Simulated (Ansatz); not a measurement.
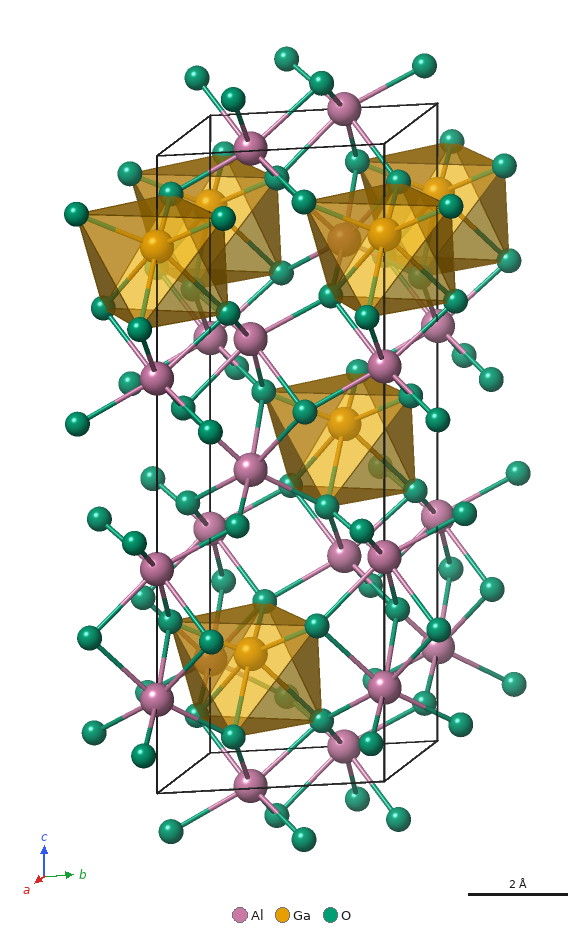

We look at a polyhedral model of the crystal slightly off an axis. The parallelepiped is the conventional unit cell. Some atoms of the next cells are drawn as well.

Al₃GaO₆, space group R3 (No. 146), a = 4.816 Å, b = 4.816 Å, c = 13.103 Å, α = 90.00°, β = 90.00°, γ = 120.00°. The structure comes from a structure type filled with these elements by a generator (whether the compound takes this form wasn't checked). Earlier steps of the study may have refined or changed the cell and positions. It went into a calculation with Ansatz.

This one geometry was computed with Ansatz (DFT, plane waves, PAW) at five levels of theory: PBE, r2SCAN, PBE with spin-orbit coupling, PBE0 and HSE06. It was relaxed beforehand with r2SCAN.

Q: Which level gives the highest pressure at this volume, and what does that say about its equilibrium volume?

A: Highest: PBE (8.1 GPa) and PBE with spin-orbit coupling (8.1 GPa), which points to the largest equilibrium volume. Lowest, with the smallest volume: PBE0 (-0.8 GPa) and HSE06 (-0.8 GPa). Levels within 0.5 GPa of each other can't be told apart.

Q: How does the band gap change with the level of theory?

A: PBE with spin-orbit coupling: a gap of 4.97 eV, indirect; PBE: a gap of 4.98 eV, indirect; r2SCAN: a gap of 5.77 eV, indirect; HSE06: a gap of 6.84 eV, indirect; PBE0: a gap of 7.58 eV, indirect.

Q: Collect the results in a table.

A:
| level | cutoff (eV) | k-mesh of the run's cell | gap (eV) | pressure (GPa) |
| --- | --- | --- | --- | --- |
| PBE | 420 | 6×6×6 | 4.98 | 8.1 |
| r2SCAN | 500 | 6×6×6 | 5.77 | 0.0 |
| PBE with spin-orbit coupling | 420 | 6×6×6 | 4.97 | 8.1 |
| PBE0 | 420 | 4×4×4 | 7.58 | -0.8 |
| HSE06 | 420 | 4×4×4 | 6.84 | -0.8 |

Gaps are taken on the k-mesh or band path of each run.
